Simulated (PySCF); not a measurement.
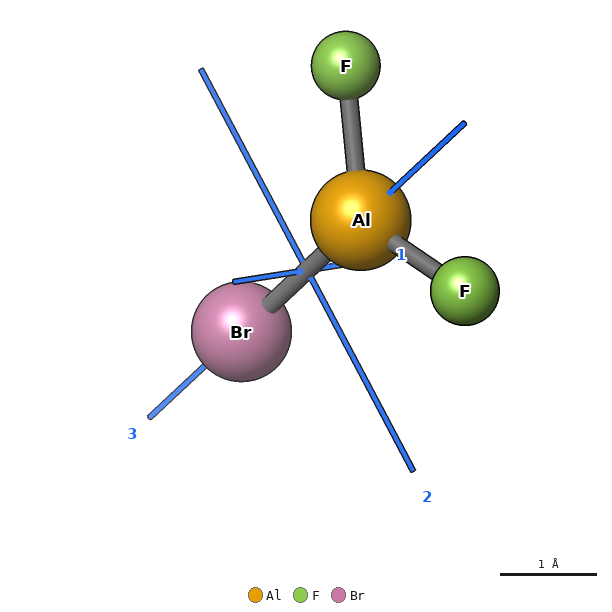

The three principal axes of inertia are drawn and numbered. Distant atoms are faded towards the background colour. The computed structure is the end point of a PBE0-D4/def2-TZVP optimisation. No frequency run is at hand to confirm it as a minimum. Masses are those of the most abundant isotopes; constants are for the rigid equilibrium geometry.

Which line is the a axis (least moment of inertia), which b and which c?

Answer. a is line 3, b is line 2, c is line 1; the moments are 75.0, 271, 346 u Å².

Classify the rotor and give the rotational constants (cm⁻¹).

Answer. An asymmetric top (C2v): A = 0.225, B = 0.0622, C = 0.0487 cm⁻¹. Ray's parameter κ is −0.85, nearer the prolate limit.
